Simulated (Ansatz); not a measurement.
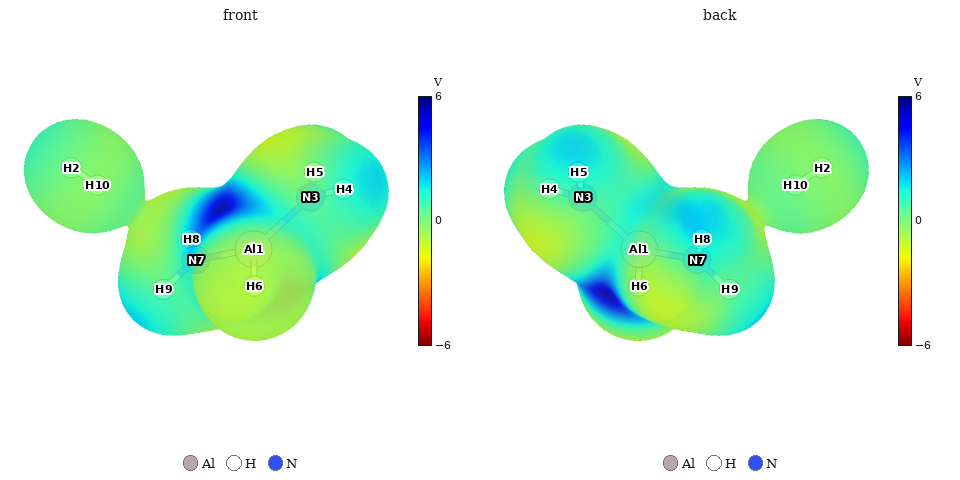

AlH5N2···H2. The molecular electrostatic potential painted on the density surface at 0.004 e/bohr³, seen from the front and from behind; red is negative and blue positive.

Computed with RHF/def2-SVP (Ansatz 0.2.0).

Input file:

```
crystal:
  periodic: [false, false, false]
  atoms:
    - { symbol: Al, position_ang: [0.09764, 0.645354, -0.423526] }
    - { symbol: H, position_ang: [0.040799, -0.130682, 2.227927] }
    - { symbol: "N", position_ang: [1.66917, -0.012899, -0.896671] }
    - { symbol: H, position_ang: [1.81014, -0.88671, -1.365811] }
    - { symbol: H, position_ang: [2.554232, 0.42207, -0.718934] }
    - { symbol: H, position_ang: [-1.238914, -0.083386, -0.820207] }
    - { symbol: "N", position_ang: [0.018083, 2.246612, 0.524478] }
    - { symbol: H, position_ang: [0.81513, 2.800991, 0.775585] }
    - { symbol: H, position_ang: [-0.821458, 2.782321, 0.639265] }
    - { symbol: H, position_ang: [0.004878, 0.561229, 2.050696] }
basis:
  gaussian: { orbitals: def2-SVP }
hamiltonian:
  xc: hf
relax:
  f_tol: 0.03
  max_steps: 50
output:
  orbitals: {}
```

Launched as:

```sh
ansatz run input.yaml --threads 2 --pin off --max-ram 3072MiB --backend cpu --events-out ev --progress --plain --runs-dir out
```

The fields are those of the run's last geometry, not of the input's.

**Describe the electrostatic potential map.**

The most negative region (about −1.2 V) lies over N3, the most positive (about +4.9 V) over Al1. N3 is the likeliest acceptor of a hydrogen bond.
